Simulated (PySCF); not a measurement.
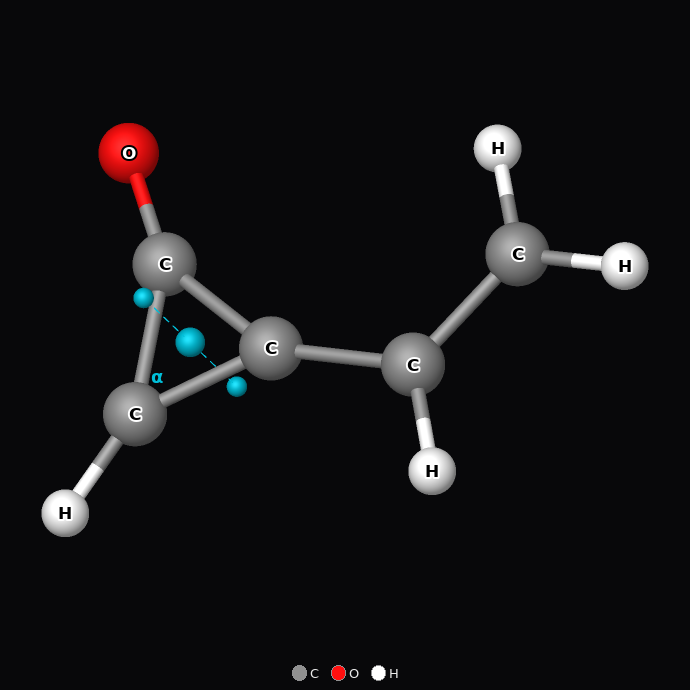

The small points mark where nucleus-independent chemical shifts (NICS) were computed: at the centre of each lettered ring and 1 Å above and below it. The geometry was computed by an optimisation with GFN2-xTB. No frequency run is at hand to confirm it as a minimum. Method: GIAO PBE0/pcSseg-1 NMR shielding, non-relativistic, gas phase (PySCF 2.14.0).

Give NICS(0), NICS(1) and the out-of-plane component NICS(1)zz for each ring (means of the two sides).

```json
{"ring": "α", "members": "C3", "NICS(0)": "−17.6", "NICS(1)": "−9.3", "NICS(1)zz": "−12.7"}
```

Values in ppm.
